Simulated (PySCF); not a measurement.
# Ce(NH2)4: forces at shaken geometries

Aim: move all atoms of relaxed Ce(NH2)4 at random and read energies and forces. The structure is generated, not taken from experiment.

Computed with PySCF 2.14.0. Level: PBE0, Ce lcecp-2-SVP with ECP46, N def2-SVP, H def2-SVP; scalar-relativistic core potentials, no spin–orbit coupling.

3 further runs of the same task are left out: 2 for a known fault of the program, 1 that didn't finish.

## 1. Where the work starts

13 atoms, charge 0, spin multiplicity 1.

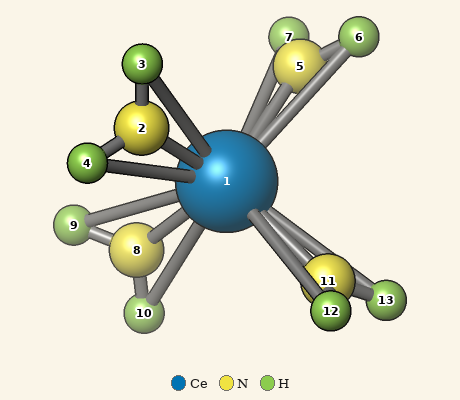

The structure; cerium blue, nitrogen yellow, hydrogen green; atoms are numbered from 1 in the order of the file.

Coordinates:

```
Ce    0.0000    0.0000    0.0000
N     1.2748    1.2351    1.3018
H     1.2134    1.3763    2.3090
H     2.1261    1.7012    0.9866
N    -1.2748   -1.3018    1.2352
H    -2.1261   -0.9866    1.7012
H    -1.2134   -2.3090    1.3763
N     1.2748   -1.2351   -1.3018
H     2.1261   -1.7012   -0.9866
H     1.2134   -1.3763   -2.3090
N    -1.2748    1.3018   -1.2352
H    -1.2134    2.3090   -1.3763
H    -2.1261    0.9866   -1.7012
```

Formal oxidation states: Ce +4. The 4f shell is empty and lies in the core potential. An earlier session relaxed this geometry at PBE0, Ce lcecp-2-SVP with ECP46, N def2-SVP, H def2-SVP (singlet, point group D2).

Its energy there is -262.074923 Eh.

## 2. Atoms moved at random, σ = 0.1 Å

run.py (the lines that set the calculation) reads:

```python
mol = gto.M(atom='''
Ce     0.01343    -0.05140     0.12252
N      1.35313     1.25093     1.42144
H      1.07313     1.29794     2.13127
H      2.09776     1.63746     1.07908
N     -1.31654    -1.22297     1.32834
H     -2.03940    -1.06846     1.60623
H     -1.31322    -2.13981     1.44478
N      1.34925    -1.24552    -1.25298
H      2.08377    -1.70848    -0.96557
H      1.25692    -1.30192    -2.37064
N     -1.17252     1.17664    -1.30808
H     -1.21675     2.41879    -1.41591
H     -2.16896     0.95681    -1.82048''',
    basis={'Ce': 'lcecp-2-SVP', 'N': 'def2-SVP', 'H': 'def2-SVP'},
    ecp={'Ce': 'lcecp-2-SVP'},
    charge=0, spin=0)
mf = dft.RKS(mol, xc='PBE0')
mf.grids.atom_grid = (50, 194)  # f atoms: unpruned, at least (60, 302)
mf = mf.density_fit()  # fitting sets: Ce AutoAux, N def2-universal-JKFIT, H def2-universal-JKFIT
mf.conv_tol = 1e-08; mf.max_cycle = 55
mf.kernel(dm0)  # dm0: the density of the relaxed state
```

On the command line:

```console
$ OMP_NUM_THREADS=2 python run.py
```

Output:

```text
init E= -261.90595033933
cycle= 1 E= -261.785155890034  delta_E= 0.121  |g|= 0.278  |ddm|= 0.831
cycle= 2 E= -261.729371089494  delta_E= 0.0558  |g|= 0.557  |ddm|= 0.82
cycle= 3 E= -261.809620429628  delta_E= -0.0802  |g|= 0.0488  |ddm|=  0.5
cycle= 4 E= -261.810089020883  delta_E= -0.000469  |g|= 0.0248  |ddm|= 0.0649
cycle= 5 E= -261.810224893586  delta_E= -0.000136  |g|= 0.00625  |ddm|= 0.0257
cycle= 6 E= -261.81023339731  delta_E= -8.5e-06  |g|= 0.00199  |ddm|= 0.00671
cycle= 7 E= -261.810234328135  delta_E= -9.31e-07  |g|= 0.000529  |ddm|= 0.00212
cycle= 8 E= -261.810234398141  delta_E= -7e-08  |g|= 0.000109  |ddm|= 0.000597
cycle= 9 E= -261.810234401609  delta_E= -3.47e-09  |g|= 1.96e-05  |ddm|= 0.00016
Extra cycle  E= -261.810234401629  delta_E= -1.93e-11  |g|= 2.25e-05  |ddm|= 4.75e-05
converged SCF energy = -261.810234401629
```

Run time: 7.3 s. Hardware: 2 threads of Arm Neoverse V1, shared host.

Result: E = -261.810234 Eh (+7.203 eV from the relaxed state), frontier levels not given, since the 4f levels lie in the core, Mulliken charge on Ce1 +1.22 e, largest force component 25.718 eV/Å. The large-core potential holds the 4f shell empty.

| atom | Fx | Fy | Fz (eV/Å) |
| --- | --- | --- | --- |
| Ce1 | 1.498 | 1.196 | -1.718 |
| N2 | 2.483 | -6.240 | -24.206 |
| H3 | -8.847 | 2.511 | 25.718 |
| H4 | 5.710 | 3.210 | -1.757 |
| N5 | 19.091 | -0.367 | -7.687 |
| H6 | -20.704 | 5.727 | 7.895 |
| H7 | 1.019 | -6.066 | 0.446 |
| N8 | -6.314 | 3.635 | -4.504 |
| H9 | 5.403 | -3.453 | 1.776 |
| H10 | 0.404 | 0.120 | 3.513 |
| N11 | -3.370 | 4.289 | -1.676 |
| H12 | 0.468 | -4.938 | 0.533 |
| H13 | 3.161 | 0.375 | 1.668 |

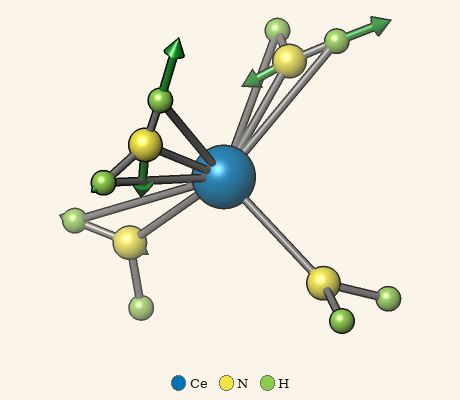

Forces as arrows, the longest for the largest force.

## 3. Atoms moved at random, σ = 0.1 Å

run.py (the lines that set the calculation) reads:

```python
mol = gto.M(atom='''
Ce     0.07578    -0.08250    -0.23439
N      1.20314     1.13020     1.42791
H      1.34432     1.42083     2.32729
H      2.20853     1.70538     0.99701
N     -1.14286    -1.35158     1.12632
H     -2.12531    -0.94723     1.91342
H     -1.19900    -2.16294     1.50336
N      1.17900    -1.07638    -1.29566
H      1.99947    -1.63580    -1.02863
H      1.27268    -1.36598    -2.34230
N     -1.37837     1.22828    -1.32202
H     -1.16678     2.26342    -1.26168
H     -2.27058     0.87430    -1.81064''',
    basis={'Ce': 'lcecp-2-SVP', 'N': 'def2-SVP', 'H': 'def2-SVP'},
    ecp={'Ce': 'lcecp-2-SVP'},
    charge=0, spin=0)
mf = dft.RKS(mol, xc='PBE0')
mf.grids.atom_grid = (50, 194)  # f atoms: unpruned, at least (60, 302)
mf = mf.density_fit()  # fitting sets: Ce AutoAux, N def2-universal-JKFIT, H def2-universal-JKFIT
mf.conv_tol = 1e-08; mf.max_cycle = 55
mf.kernel(dm0)  # dm0: the density of the relaxed state
```

On the command line:

```console
$ OMP_NUM_THREADS=2 python run.py
```

Output:

```text
init E= -261.76093291324
cycle= 1 E= -261.858043028933  delta_E= -0.0971  |g|= 0.302  |ddm|= 1.07
cycle= 2 E= -261.834896761115  delta_E= 0.0231  |g|= 0.451  |ddm|= 0.839
cycle= 3 E= -261.882979034301  delta_E= -0.0481  |g|= 0.0834  |ddm|= 0.471
cycle= 4 E= -261.88468014383  delta_E= -0.0017  |g|= 0.0195  |ddm|= 0.0973
cycle= 5 E= -261.884760023752  delta_E= -7.99e-05  |g|= 0.00782  |ddm|= 0.0228
cycle= 6 E= -261.884773430216  delta_E= -1.34e-05  |g|= 0.00243  |ddm|= 0.00873
cycle= 7 E= -261.88477478262  delta_E= -1.35e-06  |g|= 0.000931  |ddm|= 0.00304
cycle= 8 E= -261.884774986645  delta_E= -2.04e-07  |g|= 0.000211  |ddm|= 0.00104
cycle= 9 E= -261.88477499861  delta_E= -1.2e-08  |g|= 5.49e-05  |ddm|= 0.000297
cycle= 10 E= -261.884774999521  delta_E= -9.11e-10  |g|= 2.05e-05  |ddm|= 8.37e-05
Extra cycle  E= -261.884774999302  delta_E= 2.19e-10  |g|= 3.7e-05  |ddm|= 4.81e-05
converged SCF energy = -261.884774999302
```

It took 7.5 s on 2 threads of Arm Neoverse V1, shared host.

Result: E = -261.884775 Eh (+5.174 eV from the relaxed state), frontier levels not given, since the 4f levels lie in the core, Mulliken charge on Ce1 +1.08 e, largest force component 10.112 eV/Å. The large-core potential holds the 4f shell empty.

| atom | Fx | Fy | Fz (eV/Å) |
| --- | --- | --- | --- |
| Ce1 | -8.110 | 8.154 | 9.714 |
| N2 | 3.459 | 0.949 | -6.202 |
| H3 | -0.148 | 0.617 | 3.565 |
| H4 | -3.663 | -2.251 | 1.146 |
| N5 | -3.744 | 8.515 | -0.009 |
| H6 | 3.919 | -0.756 | -3.452 |
| H7 | 0.183 | -8.016 | 2.920 |
| N8 | 8.463 | -8.299 | -10.112 |
| H9 | 0.051 | 0.196 | 0.903 |
| H10 | -0.771 | 1.013 | 1.694 |
| N11 | -0.211 | -0.249 | -0.590 |
| H12 | -1.194 | -1.426 | -0.514 |
| H13 | 1.766 | 1.555 | 0.937 |

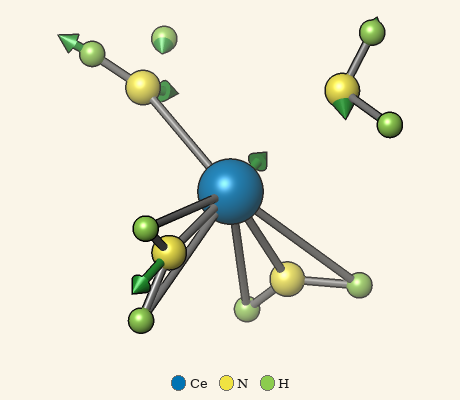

Forces as arrows, the longest for the largest force.

## 4. Atoms moved at random, σ = 0.1 Å

run.py (the lines that set the calculation) reads:

```python
mol = gto.M(atom='''
Ce    -0.18744    -0.09717     0.09393
N      1.31132     1.21065     1.33473
H      1.35053     1.30104     2.46774
H      2.18054     1.74075     0.98048
N     -1.47566    -1.14480     1.13327
H     -2.08847    -0.90803     1.65554
H     -1.36843    -2.44515     1.27752
N      1.26154    -1.26050    -1.38185
H      2.24954    -1.63831    -1.15045
H      1.37178    -1.38232    -2.35589
N     -1.26146     1.31832    -1.20517
H     -1.17321     2.35847    -1.19995
H     -2.17057     0.94705    -1.64990''',
    basis={'Ce': 'lcecp-2-SVP', 'N': 'def2-SVP', 'H': 'def2-SVP'},
    ecp={'Ce': 'lcecp-2-SVP'},
    charge=0, spin=0)
mf = dft.RKS(mol, xc='PBE0')
mf.grids.atom_grid = (50, 194)  # f atoms: unpruned, at least (60, 302)
mf = mf.density_fit()  # fitting sets: Ce AutoAux, N def2-universal-JKFIT, H def2-universal-JKFIT
mf.conv_tol = 1e-08; mf.max_cycle = 55
mf.kernel(dm0)  # dm0: the density of the relaxed state
```

On the command line:

```console
$ OMP_NUM_THREADS=2 python run.py
```

Output:

```text
init E= -261.802229391684
cycle= 1 E= -261.913984198453  delta_E= -0.112  |g|= 0.241  |ddm|= 0.858
cycle= 2 E= -261.903768209534  delta_E= 0.0102  |g|= 0.326  |ddm|= 0.546
cycle= 3 E= -261.9276166551  delta_E= -0.0238  |g|= 0.0686  |ddm|= 0.324
cycle= 4 E= -261.928744229091  delta_E= -0.00113  |g|= 0.0176  |ddm|= 0.0765
cycle= 5 E= -261.928811236338  delta_E= -6.7e-05  |g|= 0.00642  |ddm|= 0.0187
cycle= 6 E= -261.928821112128  delta_E= -9.88e-06  |g|= 0.0014  |ddm|= 0.00685
cycle= 7 E= -261.928821593524  delta_E= -4.81e-07  |g|= 0.000505  |ddm|= 0.00176
cycle= 8 E= -261.928821648616  delta_E= -5.51e-08  |g|= 0.000196  |ddm|= 0.000612
cycle= 9 E= -261.928821658693  delta_E= -1.01e-08  |g|= 2.23e-05  |ddm|= 0.000221
cycle= 10 E= -261.928821658861  delta_E= -1.69e-10  |g|= 9.71e-06  |ddm|= 4.06e-05
Extra cycle  E= -261.928821658836  delta_E= 2.54e-11  |g|= 1.49e-05  |ddm|= 2.34e-05
converged SCF energy = -261.928821658836
```

It took 7.5 s on 2 threads of Arm Neoverse V1, shared host.

Read off: E = -261.928822 Eh (+3.976 eV from the relaxed state), frontier levels not given, since the 4f levels lie in the core, Mulliken charge on Ce1 +1.15 e, largest force component 12.734 eV/Å. The large-core potential holds the 4f shell empty.

| atom | Fx | Fy | Fz (eV/Å) |
| --- | --- | --- | --- |
| Ce1 | 7.079 | 3.994 | -4.327 |
| N2 | 0.472 | 0.261 | 2.346 |
| H3 | -0.074 | -0.203 | -3.592 |
| H4 | -1.761 | -1.116 | 0.656 |
| N5 | 7.696 | -12.734 | -5.361 |
| H6 | -11.184 | 3.964 | 9.316 |
| H7 | -0.553 | 5.342 | -0.567 |
| N8 | 1.413 | -0.450 | 2.685 |
| H9 | -2.001 | 0.822 | 0.507 |
| H10 | -0.786 | 0.230 | -1.866 |
| N11 | -1.514 | -0.332 | -0.157 |
| H12 | -0.453 | -1.107 | -0.380 |
| H13 | 1.665 | 1.327 | 0.740 |

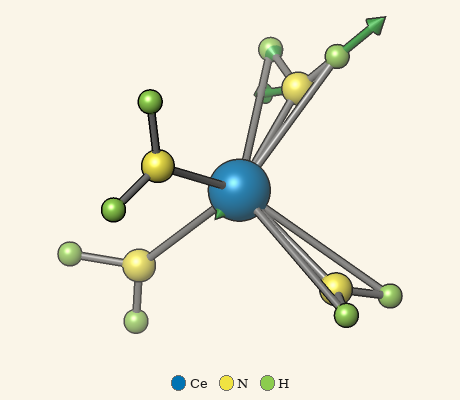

Forces as arrows, the longest for the largest force.

## 5. Results

| σ (Å) | energy rise (eV) | harmonic estimate −½ F·u (eV) | largest force component (eV/Å) |
| --- | --- | --- | --- |
| 0.1 | 7.203 | 7.757 | 25.72 |
| 0.1 | 5.174 | 5.099 | 10.11 |
| 0.1 | 3.976 | 3.830 | 12.73 |

Every displacement raises the energy. For a harmonic well the rise equals −½ F·u; the two differ by at most 8 % here (a move with σ = 0.1 Å), from anharmonicity, the grid and the small forces left at the relaxed point. The bases are small and lack diffuse functions. Spin–orbit coupling is left out.
